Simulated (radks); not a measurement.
The neutral antimony atom in the configuration [Kr] 4d10 5s2 5p3 (high spin). It sits in a hard spherical wall of radius 5 bohr. All numbers are computed, not measured: scalar-relativistic Kohn-Sham, LDA (Slater exchange, Perdew-Wang correlation), spin-polarised, spherical densities, point nucleus (the in-house radial solver radks).

Wanted: the number of electrons inside radius r (solid) and the radial density 4πr²ρ (dashed).

The count levels off at 51 electrons. Half of them lie within 0.413 bohr, 90 % within 1.66 bohr and 99 % within 3.43 bohr. The radial density has minima at 0.0389, 0.168 and 0.550 bohr, where the count stands at 2.0, 11.2 and 29.0; these part the shells that the density resolves.

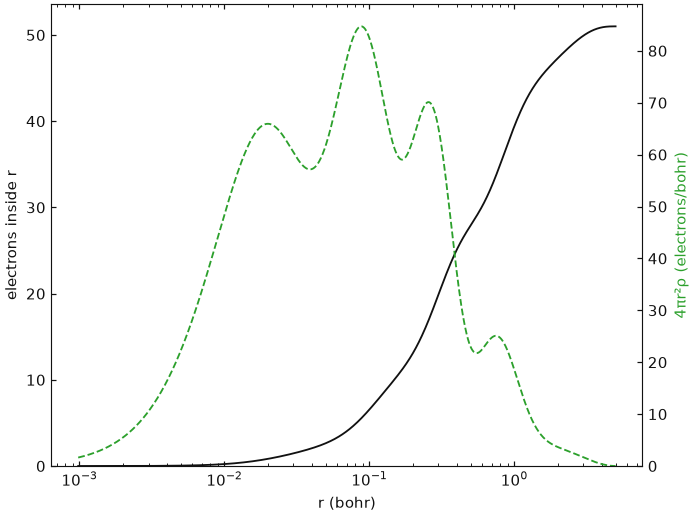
